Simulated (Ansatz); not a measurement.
**SiHCl + SiH4: a complex and its separated parts**

The complex below is one end of an elementary step. How strongly is it bound against its free parts?

Program: Ansatz 0.2.0, Gaussian basis. Level of theory: PBE0-D4/def2-TZVP structures, single points in def2-TZVPP, no counterpoise correction. These are calculated values, not measurements.

Levels: SPW92, PBE-D4, BLYP-D4, r2SCAN-D4, B97M-V, PBE0-D4, B3LYP-D4, r2SCAN0-D4, BHLYP-D4, CAM-B3LYP-D4, wB97X-V, wB97M-V, B2PLYP, PBE-QIDH, RPA on PBE, Hartree-Fock, MP2, CCSD, CCSD(T).

Cores are frozen in the correlated methods. B3LYP uses VWN-RPA correlation. B2PLYP carries no dispersion term here.

57 further runs of the same task are left out: 1 that didn't finish, 56 set aside as unsound or not needed.

## (1) The system as given

The complex: 8 atoms, charge 0, spin multiplicity 1.

Atoms are counted from 1 here; the program's logs count them from 0.

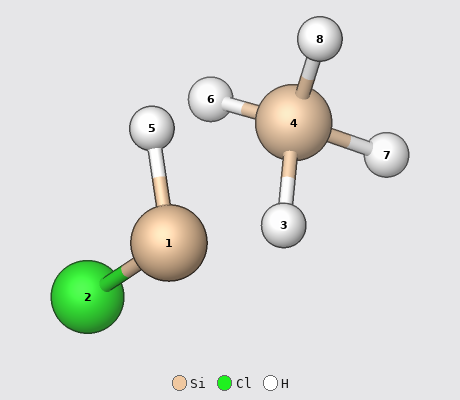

As it starts; silicon light orange, chlorine green, hydrogen white; atoms are numbered from 1 in the order of the file.

Coordinates:

```xyz
8
ClH5Si2
Si   -1.2387   -0.9920   -1.0020
Cl   -1.3078    0.7521   -2.1928
H     0.4314   -0.8394   -0.5675
Si    0.7495    0.1687    0.6227
H    -1.5168   -0.3025    0.3446
H     0.1902    1.5296    0.5149
H     2.2168    0.2066    0.3787
H     0.4755   -0.5230    1.9014
```

Its parts: SiHCl holds atoms 1, 2, 5; SiH4 holds atoms 3, 4, 6, 7, 8. Each part counts its atoms afresh in its own runs.

## (2) Relaxing SiHCl alone

The input, relax-a/in.yaml:

```yaml
crystal:
  periodic: [false, false, false]
  atoms:
    - {symbol: Si, position_ang: [-1.238733, -0.991971, -1.001967]}
    - {symbol: Cl, position_ang: [-1.307822, 0.752058, -2.192842]}
    - {symbol: H, position_ang: [-1.516826, -0.302501, 0.344611]}
basis:
  gaussian: {orbitals: def2-TZVP}
hamiltonian: {xc: pbe0, dispersion: d4}
relax: {f_tol: 0.005, max_steps: 200}
```

The run is started by

```sh
> ansatz run in.yaml --threads 2 --pin off --events-out ev --progress --plain --max-ram 4352MiB
```

What it wrote (excerpt; [...] marks lines left out):

```text
Functional definition: PBE0
  name "PBE0"
  cite "Adamo & Barone, J. Chem. Phys. 110, 6158 (1999) doi:10.1063/1.478522"
  cite "Perdew, Burke & Ernzerhof, Phys. Rev. Lett. 77, 3865 (1996) doi:10.1103/PhysRevLett.77.3865"
  parent pbe
[...]
580 factors; their error is unknown
[...]
mean field -20409.25088005 eV, -750.0261359545 hartree, gradient 4.1e-5 eV, S^2 0.000000; 0 other end points of the search recorded, 0 dependent functions left out
[...]
reference -20409.25090225 eV, -750.0261367706 hartree; 16, 16 occupied and 64, 64 virtual orbitals, 580 factors
[...]
580 factors; their error is unknown
mean field -20409.26583105 eV, -750.0266853939 hartree, gradient 2.4e-5 eV, S^2 0.000000; 1 other end points of the search recorded, 0 dependent functions left out
[...]
reference -20409.26585315 eV, -750.0266862061 hartree; 16, 16 occupied and 64, 64 virtual orbitals, 580 factors
Total energy: -20409.30937985 eV, -750.0282857827 hartree
Atom 0 at    -1.237184    -0.995705    -1.009569 Å, force    -0.000106     0.000143     0.000631 eV/Å
Atom 1 at    -1.310880     0.735694    -2.154809 Å, force    -0.000011     0.000121    -0.000038 eV/Å
Atom 2 at    -1.515317    -0.282403     0.314180 Å, force     0.000117    -0.000264    -0.000594 eV/Å
Dipole moment:    -0.002686    -0.135212     0.150605 e Å
```

Wall time 4 s (2 threads of Arm Neoverse V1, shared host).

The steps of the relaxation:

```csv
step,energy from step 1 (eV),largest force component (eV/Å)
1,0.0000,0.4153
2,-0.0074,0.3261
3,-0.0147,0.1081
4,-0.0151,0.0083
5,-0.0151,0.0006
```

Close pairs (by a distance rule), those that changed most:

```
   bond  before (Å)  after (Å)  change (Å)
Si1–Cl2       2.113      2.077      -0.036
 Si1–H3       1.538      1.529      -0.009
```

## (3) Relaxing SiH4 alone

The input, relax-b/in.yaml:

```yaml
crystal:
  periodic: [false, false, false]
  atoms:
    - {symbol: H, position_ang: [0.431384, -0.839396, -0.567533]}
    - {symbol: Si, position_ang: [0.749530, 0.168716, 0.622698]}
    - {symbol: H, position_ang: [0.190239, 1.529552, 0.514880]}
    - {symbol: H, position_ang: [2.216825, 0.206563, 0.378691]}
    - {symbol: H, position_ang: [0.475503, -0.523022, 1.901362]}
basis:
  gaussian: {orbitals: def2-TZVP}
hamiltonian: {xc: pbe0, dispersion: d4}
relax: {f_tol: 0.005, max_steps: 200}
```

The run is started by

```sh
> ansatz run in.yaml --threads 2 --pin off --events-out ev --progress --plain --max-ram 4352MiB
```

What it wrote (excerpt; [...] marks lines left out):

```text
[... 5 set-up lines as earlier in the session ...]
[...]
444 factors; their error is unknown
[...]
mean field -7938.86759222 eV, -291.7480028563 hartree, gradient 5.9e-5 eV, S^2 0.000000; 0 other end points of the search recorded, 0 dependent functions left out
[...]
Atom 1 at     0.812778     0.108502     0.570060 Å, force    -0.001108    -0.000312    -0.000749 eV/Å
Atom 2 at     0.170220     1.443183     0.472872 Å, force    -0.001707     0.004419     0.000537 eV/Å
Atom 3 at     2.285215     0.258591     0.455651 Å, force     0.004549     0.000334    -0.000765 eV/Å
Atom 4 at     0.478454    -0.507875     1.878489 Å, force    -0.001159    -0.001470     0.004425 eV/Å
Dipole moment:     0.000085     0.000021     0.000043 e Å
```

Run time: 1.9 s. Hardware: 2 threads of Arm Neoverse V1, shared host.

Relaxation path:

```csv
step,energy from step 1 (eV),largest force component (eV/Å)
1,0.0000,1.5468
2,-0.1840,0.4769
3,-0.2139,0.1833
4,-0.2177,0.0045
```

Close pairs (by a distance rule), those that changed most:

| bond | before (Å) | after (Å) | change (Å) |
| --- | --- | --- | --- |
| H1–Si2 | 1.592 | 1.485 | -0.107 |
| Si2–H3 | 1.475 | 1.484 | +0.009 |
| Si2–H5 | 1.479 | 1.484 | +0.005 |
| Si2–H4 | 1.488 | 1.484 | -0.003 |

## (4) SPW92/def2-TZVPP

The input, parta/in.yaml:

```yaml
crystal:
  periodic: [false, false, false]
  atoms:
    - {symbol: Si, position_ang: [-1.237184, -0.995705, -1.009569]}
    - {symbol: Cl, position_ang: [-1.310880, 0.735694, -2.154809]}
    - {symbol: H, position_ang: [-1.515317, -0.282403, 0.314180]}
basis:
  gaussian: {orbitals: def2-TZVPP}
hamiltonian: {xc: lda}
```

The input, partb/in.yaml:

```yaml
crystal:
  periodic: [false, false, false]
  atoms:
    - {symbol: H, position_ang: [0.316813, -0.759988, -0.526975]}
    - {symbol: Si, position_ang: [0.812778, 0.108502, 0.570060]}
    - {symbol: H, position_ang: [0.170220, 1.443183, 0.472872]}
    - {symbol: H, position_ang: [2.285215, 0.258591, 0.455651]}
    - {symbol: H, position_ang: [0.478454, -0.507875, 1.878489]}
basis:
  gaussian: {orbitals: def2-TZVPP}
hamiltonian: {xc: lda}
```

Each run has its own folder and the same command.

The run is started by

```sh
> ansatz run in.yaml --threads 2 --pin off --events-out ev --progress --plain --max-ram 4352MiB
```

Log of parta (excerpt; [...] marks lines left out):

```text
Functional definition: SPW92
  name "SPW92"
  cite "Dirac, Proc. Camb. Phil. Soc. 26, 376 (1930) doi:10.1017/S0305004100016108"
  cite "Slater, Phys. Rev. 81, 385 (1951) doi:10.1103/PhysRev.81.385"
  cite "Perdew & Wang, Phys. Rev. B 45, 13244 (1992) doi:10.1103/PhysRevB.45.13244"
[...]
641 factors; their error is unknown
[...]
mean field -20344.51151182 eV, -747.6470080543 hartree, gradient 3.8e-5 eV, S^2 0.000000; 0 other end points of the search recorded, 0 dependent functions left out
reference -20344.51153970 eV, -747.6470090788 hartree; 16, 16 occupied and 82, 82 virtual orbitals, 641 factors
Total energy: -20344.51153970 eV, -747.6470090788 hartree
```

Log of partb (excerpt; [...] marks lines left out):

```text
[... 5 set-up lines as earlier in the session ...]
[...]
524 factors; their error is unknown
[...]
mean field -7909.52589849 eV, -290.6697155002 hartree, gradient 6.9e-5 eV, S^2 0.000000; 0 other end points of the search recorded, 0 dependent functions left out
reference -7909.52593057 eV, -290.6697166794 hartree; 9, 9 occupied and 89, 89 virtual orbitals, 524 factors
Total energy: -7909.52593057 eV, -290.6697166794 hartree
```

Wall times: 0.35 s (parta), 0.3 s (partb) on 2 threads of Arm Neoverse V1, shared host.

## (5) PBE-D4/def2-TZVPP

Each input of step 4 (parta, partb) changes in the same lines:

```diff
-hamiltonian: {xc: lda}
+hamiltonian: {xc: pbe, dispersion: d4}
```

Each run has its own folder and the same command.

The run is started by

```sh
> ansatz run in.yaml --threads 2 --pin off --events-out ev --progress --plain --max-ram 4352MiB
```

parta printed (excerpt; [...] marks lines left out):

```text
Functional definition: PBE
  name "PBE"
[... 2 set-up lines as earlier in the session ...]
[...]
641 factors; their error is unknown
[...]
mean field -20407.59465584 eV, -749.9652708376 hartree, gradient 5.7e-5 eV, S^2 0.000000; 0 other end points of the search recorded, 0 dependent functions left out
reference -20407.59468529 eV, -749.9652719199 hartree; 16, 16 occupied and 82, 82 virtual orbitals, 641 factors
Total energy: -20407.64717202 eV, -749.9672007716 hartree
```

Log of partb (excerpt; [...] marks lines left out):

```text
[... 4 set-up lines as earlier in the session ...]
[...]
524 factors; their error is unknown
[...]
mean field -7938.15275837 eV, -291.7217331968 hartree, gradient 5.7e-5 eV, S^2 0.000000; 0 other end points of the search recorded, 0 dependent functions left out
reference -7938.15279267 eV, -291.7217344573 hartree; 9, 9 occupied and 89, 89 virtual orbitals, 524 factors
Total energy: -7938.19513343 eV, -291.7232904515 hartree
```

Times: 0.5 s (parta), 0.45 s (partb) on 2 threads of Arm Neoverse V1, shared host.

## (6) BLYP-D4/def2-TZVPP

The same edit goes into each in.yaml of step 5 (parta, partb):

```diff
-hamiltonian: {xc: pbe, dispersion: d4}
+hamiltonian: {xc: {name: BLYP}, dispersion: d4}
```

Each run has its own folder and the same command.

The run is started by

```sh
> ansatz run in.yaml --threads 2 --pin off --events-out ev --progress --plain --max-ram 4352MiB
```

parta printed (excerpt; [...] marks lines left out):

```text
Functional definition: BLYP
  name "BLYP"
  cite "Becke, Phys. Rev. A 38, 3098 (1988) doi:10.1103/PhysRevA.38.3098"
  cite "Lee, Yang & Parr, Phys. Rev. B 37, 785 (1988) doi:10.1103/PhysRevB.37.785"
[...]
641 factors; their error is unknown
[...]
mean field -20416.82025818 eV, -750.3043054703 hartree, gradient 5.7e-5 eV, S^2 0.000000; 0 other end points of the search recorded, 0 dependent functions left out
reference -20416.82052665 eV, -750.3043153365 hartree; 16, 16 occupied and 82, 82 virtual orbitals, 641 factors
Total energy: -20416.93780508 eV, -750.3086252391 hartree
```

Output in partb (excerpt; [...] marks lines left out):

```text
[... 4 set-up lines as earlier in the session ...]
[...]
524 factors; their error is unknown
[...]
mean field -7942.32368843 eV, -291.8750120495 hartree, gradient 3.5e-5 eV, S^2 0.000000; 0 other end points of the search recorded, 0 dependent functions left out
reference -7942.32396991 eV, -291.8750223937 hartree; 9, 9 occupied and 89, 89 virtual orbitals, 524 factors
Total energy: -7942.42238593 eV, -291.8786391158 hartree
```

Times: 0.55 s (parta), 0.5 s (partb) on 2 threads of Arm Neoverse V1, shared host.

## (7) r2SCAN-D4/def2-TZVPP

Each input of step 6 (parta, partb) changes in the same lines:

```diff
-hamiltonian: {xc: {name: BLYP}, dispersion: d4}
+hamiltonian: {xc: r2scan, dispersion: d4}
```

One command serves all of them, each in its own folder.

The run is started by

```sh
> ansatz run in.yaml --threads 2 --pin off --events-out ev --progress --plain --max-ram 4352MiB
```

Log of parta (excerpt; [...] marks lines left out):

```text
Functional definition: r2SCAN
  name "r2SCAN"
  cite "Furness, Kaplan, Ning, Perdew & Sun, J. Phys. Chem. Lett. 11, 8208 (2020) doi:10.1021/acs.jpclett.0c02405"
  cite "Furness, Kaplan, Ning, Perdew & Sun, J. Phys. Chem. Lett. 11, 9248 (2020) doi:10.1021/acs.jpclett.0c03077"
  parent r2scan
[...]
641 factors; their error is unknown
[...]
mean field -20415.07153160 eV, -750.2400409538 hartree, gradient 3.8e-5 eV, S^2 0.000000; 0 other end points of the search recorded, 0 dependent functions left out
reference -20415.07154008 eV, -750.2400412654 hartree; 16, 16 occupied and 82, 82 virtual orbitals, 641 factors
Total energy: -20415.08201984 eV, -750.2404263895 hartree
```

Log of partb (excerpt; [...] marks lines left out):

```text
[... 5 set-up lines as earlier in the session ...]
[...]
524 factors; their error is unknown
[...]
mean field -7941.75745725 eV, -291.8542034374 hartree, gradient 2.0e-5 eV, S^2 0.000000; 0 other end points of the search recorded, 0 dependent functions left out
reference -7941.75746785 eV, -291.8542038269 hartree; 9, 9 occupied and 89, 89 virtual orbitals, 524 factors
Total energy: -7941.76703698 eV, -291.8545554859 hartree
```

Times: 1.4 s (parta), 1.1 s (partb) on 2 threads of Arm Neoverse V1, shared host.

## (8) B97M-V/def2-TZVPP

The same edit goes into each in.yaml of step 7 (parta, partb):

```diff
-hamiltonian: {xc: r2scan, dispersion: d4}
+hamiltonian: {xc: {name: B97M-V}}
```

One command serves all of them, each in its own folder.

The run is started by

```sh
> ansatz run in.yaml --threads 2 --pin off --events-out ev --progress --plain --max-ram 4352MiB
```

Output in parta (excerpt; [...] marks lines left out):

```text
Functional definition: B97M-V
  name "B97M-V"
  cite "Mardirossian & Head-Gordon, J. Chem. Phys. 142, 074111 (2015) doi:10.1063/1.4907719"
  cite "Becke, J. Chem. Phys. 107, 8554 (1997) doi:10.1063/1.475007"
  cite "Vydrov & Van Voorhis, J. Chem. Phys. 133, 244103 (2010) doi:10.1063/1.3521275"
  # Of w^i u^j: cxij and so on, Table III.
[...]
  gx(w, u) = cx00 + cx01*u + cx02*u^2 + (cx10 + cx11*u)*w
[...]
  gos(w, u) = cos00 + cos01*u + cos03*u^3 + cos10*w + cos32*w^3*u^2
[...]
      + integral(e_c_pw_mod_opposite_spin*gos(b97_w_opposite, b97_u_opposite)) + vv10(b, c)
641 factors; their error is unknown
[...]
mean field -20411.52221999 eV, -750.1096061579 hartree, gradient 4.5e-5 eV, S^2 0.000000; 0 other end points of the search recorded, 0 dependent functions left out
reference -20411.52226193 eV, -750.1096076991 hartree; 16, 16 occupied and 82, 82 virtual orbitals, 641 factors
Total energy: -20411.52226193 eV, -750.1096076991 hartree
```

partb printed (excerpt; [...] marks lines left out):

```text
[... 5 set-up lines as earlier in the session ...]
  # Of w^i u^j: cxij and so on, Table III.
[...]
  gx(w, u) = cx00 + cx01*u + cx02*u^2 + (cx10 + cx11*u)*w
[...]
  gos(w, u) = cos00 + cos01*u + cos03*u^3 + cos10*w + cos32*w^3*u^2
[...]
      + integral(e_c_pw_mod_opposite_spin*gos(b97_w_opposite, b97_u_opposite)) + vv10(b, c)
524 factors; their error is unknown
[...]
mean field -7940.58589677 eV, -291.8111493839 hartree, gradient 3.8e-5 eV, S^2 0.000000; 0 other end points of the search recorded, 0 dependent functions left out
reference -7940.58594920 eV, -291.8111513107 hartree; 9, 9 occupied and 89, 89 virtual orbitals, 524 factors
Total energy: -7940.58594920 eV, -291.8111513107 hartree
```

They took 2 s (parta), 2 s (partb) on 2 threads of Arm Neoverse V1, shared host.

## (9) PBE0-D4/def2-TZVPP

The same edit goes into each in.yaml of step 8 (parta, partb):

```diff
-hamiltonian: {xc: {name: B97M-V}}
+hamiltonian: {xc: pbe0, dispersion: d4}
+output: {orbitals: {seedname: orbitals}}
```

Each run has its own folder and the same command.

The run is started by

```sh
> ansatz run in.yaml --threads 2 --pin off --events-out ev --progress --plain --max-ram 4352MiB
```

Output in parta (excerpt; [...] marks lines left out):

```text
[... 5 set-up lines as earlier in the session ...]
[...]
675 factors; their error is unknown
[...]
mean field -20409.27383447 eV, -750.0269795140 hartree, gradient 5.1e-5 eV, S^2 0.000000; 0 other end points of the search recorded, 0 dependent functions left out
reference -20409.27385655 eV, -750.0269803254 hartree; 16, 16 occupied and 82, 82 virtual orbitals, 675 factors
Total energy: -20409.31738324 eV, -750.0285799019 hartree
```

Log of partb (excerpt; [...] marks lines left out):

```text
[... 5 set-up lines as earlier in the session ...]
[...]
527 factors; their error is unknown
[...]
mean field -7939.10185629 eV, -291.7566119022 hartree, gradient 5.6e-5 eV, S^2 0.000000; 0 other end points of the search recorded, 0 dependent functions left out
reference -7939.10188218 eV, -291.7566128538 hartree; 9, 9 occupied and 89, 89 virtual orbitals, 527 factors
Total energy: -7939.13646322 eV, -291.7578836835 hartree
```

Times: 0.65 s (parta), 0.5 s (partb) on 2 threads of Arm Neoverse V1, shared host.

## (10) B3LYP-D4/def2-TZVPP

The same edit goes into each in.yaml of step 9 (parta, partb):

```diff
-hamiltonian: {xc: pbe0, dispersion: d4}
-output: {orbitals: {seedname: orbitals}}
+hamiltonian: {xc: {name: B3LYP}, dispersion: d4}
```

One command serves all of them, each in its own folder.

The run is started by

```sh
> ansatz run in.yaml --threads 2 --pin off --events-out ev --progress --plain --max-ram 4352MiB
```

parta printed (excerpt; [...] marks lines left out):

```text
Functional definition: B3LYP
  name "B3LYP"
  cite "Stephens, Devlin, Chabalowski & Frisch, J. Phys. Chem. 98, 11623 (1994) doi:10.1021/j100096a001"
[... 2 set-up lines as earlier in the session ...]
  cite "Vosko, Wilk & Nusair, Can. J. Phys. 58, 1200 (1980) doi:10.1139/p80-159"
[...]
663 factors; their error is unknown
[...]
mean field -20417.81998811 eV, -750.3410448677 hartree, gradient 4.1e-5 eV, S^2 0.000000; 0 other end points of the search recorded, 0 dependent functions left out
reference -20417.82018787 eV, -750.3410522086 hartree; 16, 16 occupied and 82, 82 virtual orbitals, 663 factors
Total energy: -20417.90766346 eV, -750.3442668772 hartree
```

Output in partb (excerpt; [...] marks lines left out):

```text
[... 6 set-up lines as earlier in the session ...]
[...]
527 factors; their error is unknown
[...]
mean field -7943.47017929 eV, -291.9171448113 hartree, gradient 4.1e-5 eV, S^2 0.000000; 0 other end points of the search recorded, 0 dependent functions left out
reference -7943.47038994 eV, -291.9171525526 hartree; 9, 9 occupied and 89, 89 virtual orbitals, 527 factors
Total energy: -7943.53905550 eV, -291.9196759654 hartree
```

Times: 0.7 s (parta), 0.5 s (partb) on 2 threads of Arm Neoverse V1, shared host.

## (11) r2SCAN0-D4/def2-TZVPP

Each input of step 10 (parta, partb) changes in the same lines:

```diff
-hamiltonian: {xc: {name: B3LYP}, dispersion: d4}
+hamiltonian: {xc: {name: r2SCAN0}, dispersion: d4}
```

The same command starts each run, in its folder.

The run is started by

```sh
> ansatz run in.yaml --threads 2 --pin off --events-out ev --progress --plain --max-ram 4352MiB
```

Output in parta (excerpt; [...] marks lines left out):

```text
Functional definition: r2SCAN0
  name "r2SCAN0"
  cite "Bursch, Neugebauer, Ehlert & Grimme, J. Chem. Phys. 156, 134105 (2022) doi:10.1063/5.0086040"
[... 3 set-up lines as earlier in the session ...]
[...]
675 factors; their error is unknown
[...]
mean field -20414.86466889 eV, -750.2324388894 hartree, gradient 6.8e-5 eV, S^2 0.000000; 0 other end points of the search recorded, 0 dependent functions left out
reference -20414.86467567 eV, -750.2324391385 hartree; 16, 16 occupied and 82, 82 virtual orbitals, 675 factors
Total energy: -20414.87768719 eV, -750.2329173032 hartree
```

Log of partb (excerpt; [...] marks lines left out):

```text
[... 6 set-up lines as earlier in the session ...]
[...]
527 factors; their error is unknown
[...]
mean field -7941.68720543 eV, -291.8516217306 hartree, gradient 4.4e-6 eV, S^2 0.000000; 0 other end points of the search recorded, 0 dependent functions left out
reference -7941.68721389 eV, -291.8516220414 hartree; 9, 9 occupied and 89, 89 virtual orbitals, 527 factors
Total energy: -7941.69827725 eV, -291.8520286126 hartree
```

They took 1.5 s (parta), 1.1 s (partb) on 2 threads of Arm Neoverse V1, shared host.

## (12) BHLYP-D4/def2-TZVPP

The same edit goes into each in.yaml of step 11 (parta, partb):

```diff
-hamiltonian: {xc: {name: r2SCAN0}, dispersion: d4}
+hamiltonian: {xc: {name: BHLYP}, dispersion: d4}
```

One command serves all of them, each in its own folder.

The run is started by

```sh
> ansatz run in.yaml --threads 2 --pin off --events-out ev --progress --plain --max-ram 4352MiB
```

Output in parta (excerpt; [...] marks lines left out):

```text
Functional definition: BHLYP
  name "BHLYP"
  cite "Becke, J. Chem. Phys. 98, 1372 (1993) doi:10.1063/1.464304"
[... 2 set-up lines as earlier in the session ...]
[...]
713 factors; their error is unknown
[...]
mean field -20416.81036191 eV, -750.3039417891 hartree, gradient 5.8e-5 eV, S^2 0.000000; 0 other end points of the search recorded, 0 dependent functions left out
reference -20416.81049758 eV, -750.3039467748 hartree; 16, 16 occupied and 82, 82 virtual orbitals, 713 factors
Total energy: -20416.88599108 eV, -750.3067211099 hartree
```

partb printed (excerpt; [...] marks lines left out):

```text
[... 5 set-up lines as earlier in the session ...]
[...]
546 factors; their error is unknown
[...]
mean field -7942.64025399 eV, -291.8866456192 hartree, gradient 4.8e-6 eV, S^2 0.000000; 0 other end points of the search recorded, 0 dependent functions left out
reference -7942.64039659 eV, -291.8866508597 hartree; 9, 9 occupied and 89, 89 virtual orbitals, 546 factors
Total energy: -7942.68797914 eV, -291.8883994862 hartree
```

Times: 0.7 s (parta), 0.5 s (partb) on 2 threads of Arm Neoverse V1, shared host.

(Part 1 of 2 ends here.)
